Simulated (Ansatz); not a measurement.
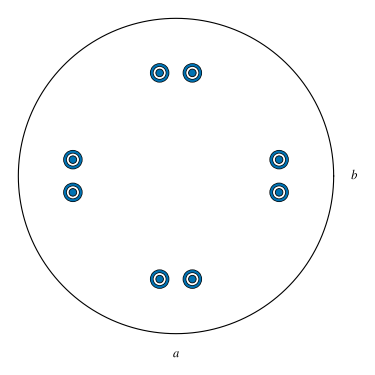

Stereographic projection: filled dots lie in the upper hemisphere, open rings in the lower. The c axis points at the viewer. The poles are all faces of one general form. Computed from the symmetry operations of a computed or model structure of composition Al2Cu.

**Name the crystal class.**

4/mmm (D4h), order 16, tetragonal system: one fourfold axis, four twofold axes, five mirror planes, an inversion centre.

**Can such a crystal be piezoelectric, pyroelectric or chiral?**

It is centrosymmetric, so neither piezoelectric nor pyroelectric; it is not chiral.
